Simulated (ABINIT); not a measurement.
# CsCaF3 (Pm-3m): G0W0 with ABINIT, start to end, part 2 of 3

Aim: the G0W0 gap of CsCaF3 (Pm-3m) on LDA, step by step.

ABINIT 10.8.3; LDA and many-body steps on it, plane waves. Known limits of the many-body steps: not at the basis limit; no spin-orbit coupling; coarse k mesh.

So far. Step 2 (Ground state): The gap is indirect, with the least direct gap 0.02 eV higher.

## Step 3: Bands along the symmetry lines

Level of this step: DFT, LDA, plane waves, norm-conserving pseudopotentials (ABINIT).

Levels along a band path, at the cheap level, show where the edges lie and whether the meshes to come will hold them.

The input, run.abi:

```
acell 3*1.0 Angstrom
rprim 
  4.520531030000 0.000000000000 0.000000000000
  0.000000000000 4.520531030000 0.000000000000
  0.000000000000 0.000000000000 4.520531030000
ntypat 3
znucl 55 20 9
natom 5
typat 1 2 3 3 3
xred 
  0.000000000000 0.000000000000 0.000000000000
  0.500000000000 0.500000000000 0.500000000000
  0.000000000000 0.500000000000 0.500000000000
  0.500000000000 0.000000000000 0.500000000000
  0.500000000000 0.500000000000 0.000000000000
pp_dirpath "pseudos"
pseudos "Cs.upf, Ca.upf, F.upf"
ecut 36
iscf -2
irdden 1
kptopt 0
nkpt 50
kpt 
  0.00000000 0.00000000 0.00000000
  0.00000000 0.06250000 0.00000000
  0.00000000 0.12500000 0.00000000
  0.00000000 0.18750000 0.00000000
  0.00000000 0.25000000 0.00000000
  0.00000000 0.31250000 0.00000000
  0.00000000 0.37500000 0.00000000
  0.00000000 0.43750000 0.00000000
  0.00000000 0.50000000 0.00000000
  0.06250000 0.50000000 0.00000000
  0.12500000 0.50000000 0.00000000
  0.18750000 0.50000000 0.00000000
  0.25000000 0.50000000 0.00000000
  0.31250000 0.50000000 0.00000000
  0.37500000 0.50000000 0.00000000
  0.43750000 0.50000000 0.00000000
  0.50000000 0.50000000 0.00000000
  0.43750000 0.43750000 0.00000000
  0.37500000 0.37500000 0.00000000
  0.31250000 0.31250000 0.00000000
  0.25000000 0.25000000 0.00000000
  0.18750000 0.18750000 0.00000000
  0.12500000 0.12500000 0.00000000
  0.06250000 0.06250000 0.00000000
  0.00000000 0.00000000 0.00000000
  0.06250000 0.06250000 0.06250000
  0.12500000 0.12500000 0.12500000
  0.18750000 0.18750000 0.18750000
  0.25000000 0.25000000 0.25000000
  0.31250000 0.31250000 0.31250000
  0.37500000 0.37500000 0.37500000
  0.43750000 0.43750000 0.43750000
  0.50000000 0.50000000 0.50000000
  0.43750000 0.50000000 0.43750000
  0.37500000 0.50000000 0.37500000
  0.31250000 0.50000000 0.31250000
  0.25000000 0.50000000 0.25000000
  0.18750000 0.50000000 0.18750000
  0.12500000 0.50000000 0.12500000
  0.06250000 0.50000000 0.06250000
  0.00000000 0.50000000 0.00000000
  0.50000000 0.50000000 0.50000000
  0.50000000 0.50000000 0.43750000
  0.50000000 0.50000000 0.37500000
  0.50000000 0.50000000 0.31250000
  0.50000000 0.50000000 0.25000000
  0.50000000 0.50000000 0.18750000
  0.50000000 0.50000000 0.12500000
  0.50000000 0.50000000 0.06250000
  0.50000000 0.50000000 0.00000000
istwfk *1
nband 27
nbdbuf 2
tolwfr 1e-08
nstep 40
prtwf 0
prtvol 0
indata_prefix "in"
outdata_prefix "out"
tmpdata_prefix "tmp"
```

The run is started by

```console
$ OMP_NUM_THREADS=1 mpirun -n 4 abinit run.abi > log
```

Numbers of over 12 decimals in the logs are rounded to 6 here.

What it wrote:

```text
.Version 10.8.3 of ABINIT. v10.8.2 released Aug 2026.

 Symmetries : space group Pm -3 m (#221); Bravais cP (primitive cubic)
[... echo of the input left out ...]
== DATASET  1 ==================================================================
-   mpi_nproc: 4, omp_nthreads: 1 (-1 if OMP is not activated)

--- !DatasetInfo
iteration_state: {dtset: 1, }
dimensions: {natom: 5, nkpt: 50, mband: 27, nsppol: 1, nspinor: 1, nspden: 1, mpw: 6488, }
cutoff_energies: {ecut:  36.0, pawecutdg:  -1.0, }
electrons: {nelect:   4.00000000E+01, charge:   0.00000000E+00, occopt:   1.00000000E+00, tsmear:   1.00000000E-02, }

 Real(R)+Recip(G) space primitive vectors, cartesian coordinates (Bohr,Bohr^-1):
 R(1)=  8.5425656  0.0000000  0.0000000  G(1)=  0.1170609  0.0000000  0.0000000
 R(2)=  0.0000000  8.5425656  0.0000000  G(2)=  0.0000000  0.1170609  0.0000000
 R(3)=  0.0000000  0.0000000  8.5425656  G(3)=  0.0000000  0.0000000  0.1170609
 Unit cell volume ucvol=  6.2339737E+02 bohr^3
 Angles (23,13,12)=  9.00000000E+01  9.00000000E+01  9.00000000E+01 degrees

 getcut: wavevector=  0.0000  0.0000  0.0000  ngfft=  48  48  48
         ecut(hartree)=     36.000   => boxcut(ratio)=   2.08035

--- Pseudopotential description ------------------------------------------------
- Cs Generated using ONCVPSP code by D. R. Hamann
- 55.00000   9.00000  201201                  znucl, zion, pspdat
12 -1012 3 -1 2328                            pspcod,pspxc,lmax,lloc,mmax
     nproj     2     2     2     2
  pspatm : epsatm=   21.68725381
         --- l  ekb(1:nproj) -->
             0    6.247599    0.778427
             1    6.343167    0.797067
             2    3.778962    0.917083
[...]
pspatm: atomic psp has been read  and splines computed

- Ca Generated using ONCVPSP code by D. R. Hamann
- 20.00000  10.00000  180309                  znucl, zion, pspdat
12 -1012 2 -1 1724                            pspcod,pspxc,lmax,lloc,mmax
     nproj     2     2     2     0
  pspatm : epsatm=   12.51424511
         --- l  ekb(1:nproj) -->
[...]
pspatm: atomic psp has been read  and splines computed

- F Generated using ONCVPSP code by D. R. Hamann
-  9.00000   7.00000  201202                  znucl, zion, pspdat
12 -1012 2 -1 824                             pspcod,pspxc,lmax,lloc,mmax
     nproj     2     2     1     0
  pspatm : epsatm=    4.94580260
         --- l  ekb(1:nproj) -->
[...]
2   -2.364936
 pspatm: atomic psp has been read  and splines computed

--------------------------------------------------------------------------------

================================================================================
 prteigrs : about to open file out_EIG
 Non-SCF case, kpt    1 (  0.00000  0.00000  0.00000), residuals and eigenvalues=
  5.19E-09  5.67E-09  5.90E-09  6.34E-09  7.77E-09  3.96E-09  5.82E-09  8.36E-09
[...]
Non-SCF case, kpt   49 (  0.50000  0.50000  0.06250), residuals and eigenvalues=
[...]
Non-SCF case, kpt   50 (  0.50000  0.50000  0.00000), residuals and eigenvalues=
[...]
-4.4337E-02 -4.1663E-02 -2.0831E-02 -2.0831E-02 -1.3248E-02 -7.8908E-04
 -7.8908E-04  5.2218E-03  3.2344E-01  3.3604E-01  3.3604E-01  3.4220E-01
[...]
--- !ResultsGS
iteration_state: {dtset: 1, }
comment   : Summary of ground state results
lattice_vectors:
- [  8.5425656,   0.0000000,   0.0000000, ]
- [  0.0000000,   8.5425656,   0.0000000, ]
- [  0.0000000,   0.0000000,   8.5425656, ]
lattice_lengths: [   8.54257,    8.54257,    8.54257, ]
lattice_angles: [ 90.000,  90.000,  90.000, ] # degrees, (23, 13, 12)
lattice_volume:   6.2339737E+02
convergence: {deltae:  0.000E+00, res2:  0.000E+00, residm:  9.991E-09, diffor:  0.000E+00, }
etotal    :  -1.36234858E+02
entropy   :   0.00000000E+00
fermie    :   5.59362094E-03
cartesian_stress_tensor: null
pressure_GPa: null
xred      :
- [  0.0000E+00,   0.0000E+00,   0.0000E+00, Cs]
- [  5.0000E-01,   5.0000E-01,   5.0000E-01, Ca]
- [  0.0000E+00,   5.0000E-01,   5.0000E-01,  F]
- [  5.0000E-01,   0.0000E+00,   5.0000E-01,  F]
- [  5.0000E-01,   5.0000E-01,   0.0000E+00,  F]
cartesian_forces: null
force_length_stats: {min: null, max: null, mean: null, }

 Integrated electronic density in atomic spheres:
 ------------------------------------------------
 Atom  Sphere_radius  Integrated_density
[...]
================================================================================

 ----iterations are completed or convergence reached----

 Mean square residual over all n,k,spin=   68.151E-10; max=  99.907E-10
 reduced coordinates (array xred) for    5 atoms
[...]
cartesian coordinates (angstrom) at end:
    1      0.000000     0.000000     0.000000
    2      2.260266     2.260266     2.260266
    3      0.000000     2.260266     2.260266
    4      2.260266     0.000000     2.260266
    5      2.260266     2.260266     0.000000
 length scales=  1.889726125908  1.889726125908  1.889726125908 bohr
              =  1.000000000000  1.000000000000  1.000000000000 angstroms
 prteigrs : about to open file out_EIG
 Eigenvalues (hartree) for nkpt=  50  k points:
 kpt#   1, nband= 27, wtk=  1.00000, kpt=  0.0000  0.0000  0.0000 (reduced coord)
[...]
kpt#   2, nband= 27, wtk=  1.00000, kpt=  0.0000  0.0625  0.0000 (reduced coord)
[...]
kpt#   3, nband= 27, wtk=  1.00000, kpt=  0.0000  0.1250  0.0000 (reduced coord)
[...]
kpt#  49, nband= 27, wtk=  1.00000, kpt=  0.5000  0.5000  0.0625 (reduced coord)
[...]
0.39612    0.43155    0.43473
 kpt#  50, nband= 27, wtk=  1.00000, kpt=  0.5000  0.5000  0.0000 (reduced coord)
[...]
-0.15460   -0.15460   -0.13421   -0.05435   -0.04434   -0.04166   -0.02083   -0.02083
  -0.01325   -0.00079   -0.00079    0.00522    0.32344    0.33604    0.33604    0.34220
   0.39512    0.42661    0.44642

== END DATASET(S) ==============================================================
================================================================================

 -outvars: echo values of variables after computation  --------
            nband          27
             nkpt          50
          spgroup         221
 [... the other variables as echoed above ...]

 Calculation completed.
```

Elapsed: 3.3 min, on 4 MPI ranks of AMD EPYC 7571, shared host; peak memory 0.44 GiB; 13 min of CPU time.

Numbers from this step:

| Quantity | Value |
| --- | --- |
| gap | 6.840 eV |
| k of the valence top | 0.5, 0.5, 0.5 |
| k of the conduction bottom | 0, 0, 0 |
| least direct gap | 6.864 eV |

The gap is 6.840 eV, as in the run before at this level.

Electronic bands along the path, in eV, zero at the top of the highest filled band:

```csv
point,band 17,band 18,band 19,band 20,band 21,band 22,band 23,band 24
Γ,-0.39,-0.02,-0.02,-0.02,6.84,8.03,8.03,8.40
X,-0.39,-0.39,-0.26,-0.26,8.54,8.84,9.02,9.48
M,-0.51,-0.17,-0.17,-0.01,8.65,8.99,8.99,9.16
Γ,-0.39,-0.02,-0.02,-0.02,6.84,8.03,8.03,8.40
R,-0.46,0.00,0.00,0.00,8.82,8.82,8.82,10.02
X,-0.39,-0.39,-0.26,-0.26,8.54,8.84,9.02,9.48
jump to R,-0.46,0.00,0.00,0.00,8.82,8.82,8.82,10.02
M,-0.51,-0.17,-0.17,-0.01,8.65,8.99,8.99,9.16
```

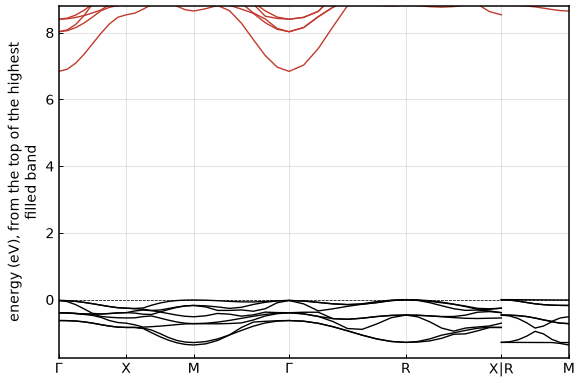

Electronic bands along the path; lines of filled and empty bands in two colours.

## Step 4: Empty states on the mesh, 2×2×2 mesh, 89 bands

The sums over transitions need many empty states on a uniform mesh; this step solves for them.

The input, run.abi:

```
acell 3*1.0 Angstrom
rprim 
  4.520531030000 0.000000000000 0.000000000000
  0.000000000000 4.520531030000 0.000000000000
  0.000000000000 0.000000000000 4.520531030000
ntypat 3
znucl 55 20 9
natom 5
typat 1 2 3 3 3
xred 
  0.000000000000 0.000000000000 0.000000000000
  0.500000000000 0.500000000000 0.500000000000
  0.000000000000 0.500000000000 0.500000000000
  0.500000000000 0.000000000000 0.500000000000
  0.500000000000 0.500000000000 0.000000000000
pp_dirpath "pseudos"
pseudos "Cs.upf, Ca.upf, F.upf"
ecut 36
ngkpt 2 2 2
nshiftk 1
shiftk 0 0 0
kptopt 1
chksymbreak 0
iscf -2
irdden 1
istwfk *1
nband 89
nbdbuf 8
tolwfr 1e-09
nstep 60
prtvol 0
indata_prefix "in"
outdata_prefix "out"
tmpdata_prefix "tmp"
```

What it wrote:

```text
.Version 10.8.3 of ABINIT. v10.8.2 released Aug 2026.

 Symmetries : space group Pm -3 m (#221); Bravais cP (primitive cubic)
[... echo of the input left out ...]
== DATASET  1 ==================================================================
-   mpi_nproc: 4, omp_nthreads: 1 (-1 if OMP is not activated)

--- !DatasetInfo
iteration_state: {dtset: 1, }
dimensions: {natom: 5, nkpt: 4, mband: 89, nsppol: 1, nspinor: 1, nspden: 1, mpw: 6488, }
cutoff_energies: {ecut:  36.0, pawecutdg:  -1.0, }
electrons: {nelect:   4.00000000E+01, charge:   0.00000000E+00, occopt:   1.00000000E+00, tsmear:   1.00000000E-02, }

 Real(R)+Recip(G) space primitive vectors, cartesian coordinates (Bohr,Bohr^-1):
 R(1)=  8.5425656  0.0000000  0.0000000  G(1)=  0.1170609  0.0000000  0.0000000
 R(2)=  0.0000000  8.5425656  0.0000000  G(2)=  0.0000000  0.1170609  0.0000000
 R(3)=  0.0000000  0.0000000  8.5425656  G(3)=  0.0000000  0.0000000  0.1170609
 Unit cell volume ucvol=  6.2339737E+02 bohr^3
 Angles (23,13,12)=  9.00000000E+01  9.00000000E+01  9.00000000E+01 degrees

 getcut: wavevector=  0.0000  0.0000  0.0000  ngfft=  48  48  48
         ecut(hartree)=     36.000   => boxcut(ratio)=   2.08035

--- Pseudopotential description ------------------------------------------------
- Cs Generated using ONCVPSP code by D. R. Hamann
- 55.00000   9.00000  201201                  znucl, zion, pspdat
12 -1012 3 -1 2328                            pspcod,pspxc,lmax,lloc,mmax
     nproj     2     2     2     2
  pspatm : epsatm=   21.68725381
         --- l  ekb(1:nproj) -->
             0    6.247599    0.778427
             1    6.343167    0.797067
             2    3.778962    0.917083
[...]
pspatm: atomic psp has been read  and splines computed

- Ca Generated using ONCVPSP code by D. R. Hamann
- 20.00000  10.00000  180309                  znucl, zion, pspdat
12 -1012 2 -1 1724                            pspcod,pspxc,lmax,lloc,mmax
     nproj     2     2     2     0
  pspatm : epsatm=   12.51424511
         --- l  ekb(1:nproj) -->
[...]
pspatm: atomic psp has been read  and splines computed

- F Generated using ONCVPSP code by D. R. Hamann
-  9.00000   7.00000  201202                  znucl, zion, pspdat
12 -1012 2 -1 824                             pspcod,pspxc,lmax,lloc,mmax
     nproj     2     2     1     0
  pspatm : epsatm=    4.94580260
         --- l  ekb(1:nproj) -->
[...]
2   -2.364936
 pspatm: atomic psp has been read  and splines computed

--------------------------------------------------------------------------------

================================================================================
 prteigrs : about to open file out_EIG
 Non-SCF case, kpt    1 (  0.00000  0.00000  0.00000), residuals and eigenvalues=
  3.67E-10  1.36E-10  1.36E-10  4.05E-10  3.45E-10  1.22E-10  2.01E-10  2.79E-10
  4.00E-10  6.80E-10  9.01E-10  2.46E-10  4.14E-10  8.30E-10  1.17E-10  2.95E-10
  6.27E-10  1.88E-10  6.64E-10  7.16E-10  7.72E-10  2.38E-10  7.29E-10  2.29E-10
[...]
6.02E-10
 -1.2865E+00 -6.8540E-01 -6.7683E-01 -6.7683E-01 -6.2360E-01 -6.0215E-01
 -6.0215E-01 -6.0215E-01 -1.4559E-01 -1.4559E-01 -1.4559E-01 -1.7416E-02
 -1.7416E-02 -1.7416E-02 -8.8119E-03 -8.8119E-03 -8.8119E-03  4.7082E-03
[...]
1.2759E+00  1.3331E+00  1.3331E+00  1.3331E+00  1.4307E+00  1.4307E+00
  1.4307E+00  1.4421E+00  1.4421E+00  1.4590E+00  1.4590E+00  1.4590E+00
  1.4727E+00  1.4727E+00  1.4727E+00  1.4819E+00  1.5173E+00
 prteigrs : prtvol=0 or 1, do not print more k-points.

--- !ResultsGS
iteration_state: {dtset: 1, }
comment   : Summary of ground state results
lattice_vectors:
- [  8.5425656,   0.0000000,   0.0000000, ]
- [  0.0000000,   8.5425656,   0.0000000, ]
- [  0.0000000,   0.0000000,   8.5425656, ]
lattice_lengths: [   8.54257,    8.54257,    8.54257, ]
lattice_angles: [ 90.000,  90.000,  90.000, ] # degrees, (23, 13, 12)
lattice_volume:   6.2339737E+02
convergence: {deltae:  0.000E+00, res2:  0.000E+00, residm:  9.943E-10, diffor:  0.000E+00, }
etotal    :  -1.36234858E+02
entropy   :   0.00000000E+00
fermie    :   5.59362094E-03
cartesian_stress_tensor: null
pressure_GPa: null
xred      :
- [  0.0000E+00,   0.0000E+00,   0.0000E+00, Cs]
- [  5.0000E-01,   5.0000E-01,   5.0000E-01, Ca]
- [  0.0000E+00,   5.0000E-01,   5.0000E-01,  F]
- [  5.0000E-01,   0.0000E+00,   5.0000E-01,  F]
- [  5.0000E-01,   5.0000E-01,   0.0000E+00,  F]
cartesian_forces: null
force_length_stats: {min: null, max: null, mean: null, }

 Integrated electronic density in atomic spheres:
 ------------------------------------------------
 Atom  Sphere_radius  Integrated_density
[...]
================================================================================

 ----iterations are completed or convergence reached----

 Mean square residual over all n,k,spin=   47.912E-11; max=  99.435E-11
 reduced coordinates (array xred) for    5 atoms
[...]
0.500000000000      0.000000000000      0.500000000000
       0.500000000000      0.500000000000      0.000000000000

 cartesian coordinates (angstrom) at end:
    1      0.000000     0.000000     0.000000
    2      2.260266     2.260266     2.260266
    3      0.000000     2.260266     2.260266
    4      2.260266     0.000000     2.260266
    5      2.260266     2.260266     0.000000
 length scales=  1.889726125908  1.889726125908  1.889726125908 bohr
              =  1.000000000000  1.000000000000  1.000000000000 angstroms
 prteigrs : about to open file out_EIG
 Eigenvalues (hartree) for nkpt=   4  k points:
 kpt#   1, nband= 89, wtk=  0.12500, kpt=  0.0000  0.0000  0.0000 (reduced coord)
[...]
1.27595    1.33309    1.33309    1.33309    1.43068    1.43068    1.43068    1.44212
   1.44212    1.45898    1.45898    1.45898    1.47270    1.47270    1.47270    1.48195
   1.51727
 prteigrs : prtvol=0 or 1, do not print more k-points.

== END DATASET(S) ==============================================================
================================================================================

 -outvars: echo values of variables after computation  --------
            nband          89
             nkpt           4
          spgroup         221
 [... the other variables as echoed above ...]

 Calculation completed.
```

The job ended after 70 s (4 MPI ranks; peak memory 0.37 GiB).

Numbers from this step:

```yaml
gap: 6.840 eV
k_of_the_valence_top: 0.5, 0.5, 0.5
k_of_the_conduction_bottom: 0, 0, 0
least_direct_gap: 6.864 eV
k_points_computed: 4
lowest_point_of_the_top_converged_band_above_the_valence_top: 38.95 eV
```

On this mesh the gap is 6.840 eV.

## Step 5: Screening, 2×2×2 mesh, 81 bands, screening to 106.1 eV

The RPA dielectric matrix is built and inverted for each q.

This step: RPA screening on LDA, plane waves, norm-conserving pseudopotentials.

run.abi, as its differences from that of step 4:

```diff
@@ -23,10 +23,11 @@
 chksymbreak 0
-iscf -2
-irdden 1
 istwfk *1
-nband 89
-nbdbuf 8
-tolwfr 1e-09
-nstep 60
-prtvol 0
+occopt 1
+irdwfk 1
+optdriver 3
+nband 81
+ecuteps 3.9
+inclvkb 2
+awtr 1
+symchi 1
 indata_prefix "in"
```

What it wrote:

```text
.Version 10.8.3 of ABINIT. v10.8.2 released Aug 2026.

 Symmetries : space group Pm -3 m (#221); Bravais cP (primitive cubic)
[... echo of the input left out ...]
== DATASET  1 ==================================================================
-   mpi_nproc: 4, omp_nthreads: 1 (-1 if OMP is not activated)

--- !DatasetInfo
iteration_state: {dtset: 1, }
dimensions: {natom: 5, nkpt: 4, mband: 81, nsppol: 1, nspinor: 1, nspden: 1, mpw: 6488, }
cutoff_energies: {ecut:  36.0, pawecutdg:  -1.0, }
electrons: {nelect:   4.00000000E+01, charge:   0.00000000E+00, occopt:   1.00000000E+00, tsmear:   1.00000000E-02, }

 SCREENING: Calculation of the susceptibility and dielectric matrices

 Based on a program developped by R.W. Godby, V. Olevano, G. Onida, and L. Reining.
 Incorporated in ABINIT by V. Olevano, G.-M. Rignanese, and M. Torrent.
.Using double precision arithmetic ; gwpc =  8

[... cell and pseudopotentials left out ...]
--------------------------------------------------------------------------------

 ==== K-mesh for the wavefunctions ====
 Number of points in the irreducible wedge :     4
[... list of points left out ...]
 Together with 48 symmetry operations and time-reversal symmetry
 yields     8 points in the full Brillouin Zone.

 ==== Q-mesh for the screening function ====
 Number of points in the irreducible wedge :     4
[... list of points left out ...]
 Together with 48 symmetry operations and time-reversal symmetry
 yields     8 points in the full Brillouin Zone.

 setmesh: FFT mesh size selected  =    32x   32x   32
          total number of points  =        32768

 vcoul_init : cutoff-mode = AUXILIARY_FUNCTION
 q-points for optical limit:   1
     1)      0.000010    0.000020    0.000030

- screening: taking advantage of time-reversal symmetry
- Maximum band index for partially occupied states nbvw = 20
- Remaining bands to be divided among processors   nbcw = 61
- Number of bands treated by each node ~15

 Number of electrons calculated from density =   40.0000; Expected =   40.0000
 average of density, n =  0.064165
 r_s =    1.5495
 omega_plasma =   24.4345 [eV]

 calculating chi0 at frequencies [eV] :
  1    0.000000E+00    0.000000E+00
  2    0.000000E+00    2.443448E+01

--------------------------------------------------------------------------------
  q-point number  1        q = ( 0.000000, 0.000000, 0.000000) [r.l.u.]
--------------------------------------------------------------------------------
[... chi0 elements left out ...]
 For q-point:  0.000010 0.000020 0.000030
  dielectric constant =   2.3854
  dielectric constant without local fields =   2.6395

  Average fulfillment of the sum rule on Im[epsilon] for q-point    1 :     41.24  [%]
[... wings left out ...]
  q-point number  2        q = ( 0.500000, 0.000000, 0.000000) [r.l.u.]
--------------------------------------------------------------------------------
[... chi0 elements left out ...]
  Average fulfillment of the sum rule on Im[epsilon] for q-point    2 :     49.79  [%]

 [... 2 further q-points ...]
```

It took 32 s on 4 MPI ranks; peak memory 0.91 GiB; 2.1 min of CPU time.

Numbers from this step:

```yaml
eps_infinity_with_local_fields_on_this_mesh_along_the_program_s_q_direction: 2.385
the_same_without_local_fields: 2.639
plasma_frequency: 24.43 eV
plane_waves_in_the_screening_matrix: 251
```

Local fields lower ε∞ by 10 %. On a Γ-centred mesh this coarse the value itself is usually too large, while a short band sum pulls it down.

(Part 2 of 3 ends here.)

[Paths, hosts, dates, memory and timing lines, banners, echoed tables and standing remarks are left out of the program output.]

[Logs are printed without paths, hosts, clocks, repeated set-up lines and the standing remarks that a program may print on its own settings, such as how far it seeks lower states.]

[Runs of the session that timed out or met a known fault of the program may be left out.]

[Hosts, paths, dates, database ids (printed as entryN), source tags and the programs' standing remarks are cut or masked in the printed files.]

[G0W0 gaps are taken among the corrected bands and points alone; a level outside them can change the order at an edge.]

[Where Ansatz stands beside ABINIT at settings called matched, ABINIT's density can come from a denser mesh and the files from another edition; pairs whose starting gaps differed by over 0.03 eV were left out, so agreement reads better than it is.]
